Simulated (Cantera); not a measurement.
Feed: 1 mol trisilylamine, 21 mol NH3, 99 mol H2, at 0.0533 Torr.

These are equilibrium values from Cantera (NASA tables, ideal gas, pure condensed phases), not measurements of a reactor. Candidate condensed phases: Si, Si3N4; 18 gas species. The feed counts by its element totals alone. The tables' values for SiN are old estimates; treat these amounts as uncertain. Gases not in the tables: Si2H6 and higher silanes. Kinetics and transport are ignored.

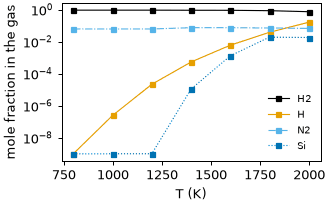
Figure: Equilibrium gas composition (values under 1e-9 drawn at 1e-9)

From 798 K to 1198 K the condensed part is Si3N4(s). From 1398 K to 1598 K the condensed part is Si(s). From 1798 K to 1998 K nothing is condensed.
